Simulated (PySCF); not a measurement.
**SiB (charge −1, triplet): density, localisation and related maps**

```
atom   x (Å)   y (Å)    z (Å)
  Si  0.0000  0.0000  -0.5250
   B  0.0000  0.0000   1.3340
```

All numbers below come from PBE0/def2-SVPD, non-relativistic Hamiltonian with scalar-relativistic core potentials where named, at a bond length of 1.859 Å (PySCF 2.14.0).

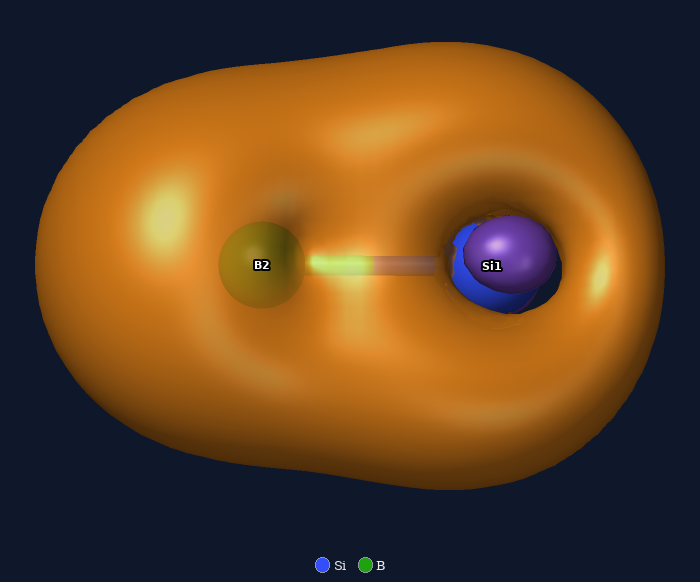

Figure 1. Isosurfaces of the spin density at +0.02 (orange) and −0.02 e/Å³ (purple), seen from one side.

Describe the spin distribution.

The unpaired spin (2 electrons) lies mostly on B2 (about 1.3) and Si1 (about 0.7), in electrons by Hirshfeld's partition.

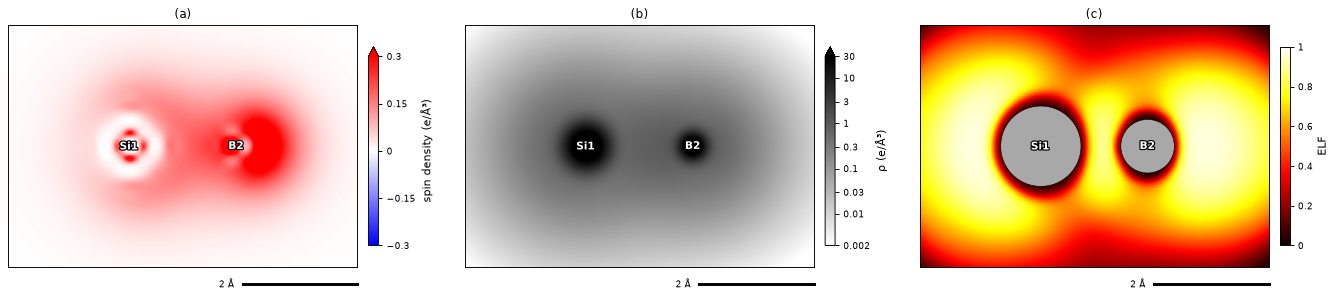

Figure 2. (a) spin density (α minus β); (b) electron density; (c) electron localisation function on a plane that holds the molecular axis. Grey discs cover the atomic cores in the ELF map.

Interpret the plot.

The plane passes through Si and B nuclei.
Si–B (1.86 Å): ρ is about 0.77 e/Å³ halfway; the ELF peaks at about 0.90 between the atoms; a covalent bond.
The ELF also peaks beside Si1 and B2, away from the bonds: non-bonding electrons, paired or unpaired.

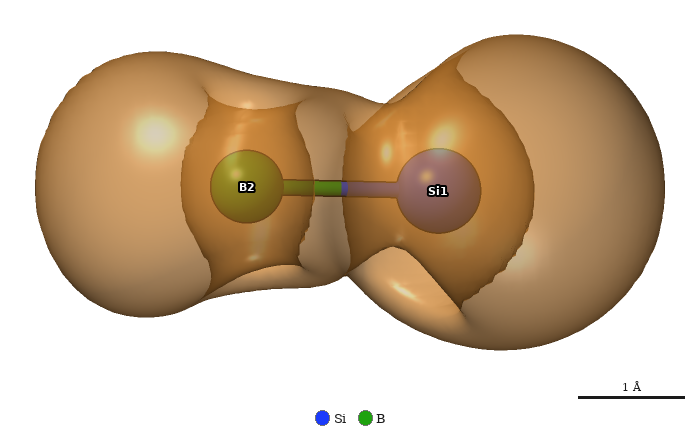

Figure 3. Isosurface of the electron localisation function at 0.75 (orange), seen from one side. Core shells and regions of very low density are left out.

Where are the electrons localised?

At this value the surface marks out one joined region spread over several atoms (B, Si), in which their bonds and any lone pairs are merged.
